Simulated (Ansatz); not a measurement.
**Calibrating PBE0-D4/def2-TZVPP on molecular compounds of Sb**

The vertical ionisation energy (cation less neutral) in eV of 6 molecular compounds of Sb: x at PBE0-D4/def2-TZVPP, y at CCSD(T)/def2-TZVPP. Shapes, held fixed at every level: PBE0-D4/def2-TZVP. Flexible molecules stand in one conformer, not always the lowest. Programs: Ansatz 0.2.0.

```
                                  molecule  x (eV)  y (eV)
  C2H9O2SbSi (SMILES C[O][Sb]([SiH3])[O]C)    8.56    8.66
C2H8ClOSbSi (SMILES CC[O][Sb]([SiH3])[Cl])    8.83       ?
                                 SbH2(CH3)    9.23    9.28
                                SiH3(SbH2)    9.28    9.29
                SbH2Cl (SMILES [Cl][SbH2])    9.89    9.98
                SbHF2 (SMILES [F][SbH][F])   10.79   10.90
```

Problem. Fit y = c + s·x to the known rows and predict y for C2H8ClOSbSi.

Solution. 
1. Means of the 5 rows: x = 9.5500, y = 9.622.
2. Σ(Δx)² = 2.8086, Σ(Δx·Δy) = 2.8579, so the slope is 2.8579/2.8086 = 1.0176.
3. Intercept: 9.622 − (1.0176) × 9.5500 = -0.096. The largest residual of the fit is 0.057.
4. C2H8ClOSbSi: -0.096 + 1.0176 × 8.83 = 8.89 eV.

CCSD(T)/def2-TZVPP gives 8.91 eV, so the prediction is off by -0.02 eV, within the largest residual. Uncorrected, PBE0-D4/def2-TZVPP misses it by -0.08 eV, and the other rows by 0.07 on average. The line removes about 80 % of this miss. Left out in turn, the other rows are missed by 0.06 eV on average, hardly better than no correction. Cations run unrestricted. For atoms past krypton def2 sets carry core potentials with scalar relativity. Outer-core shells of Sb are correlated, in sets that cover them unevenly.

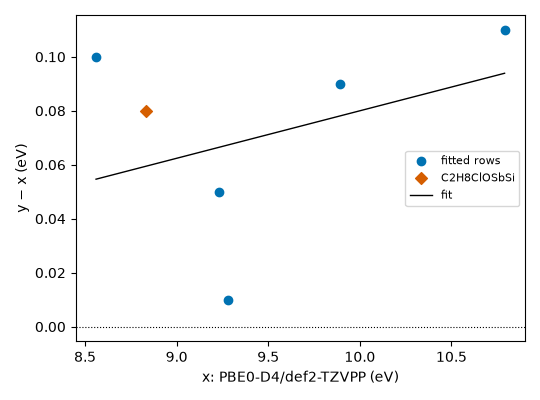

The correction y − x against x, with the fitted line and the withheld molecule.
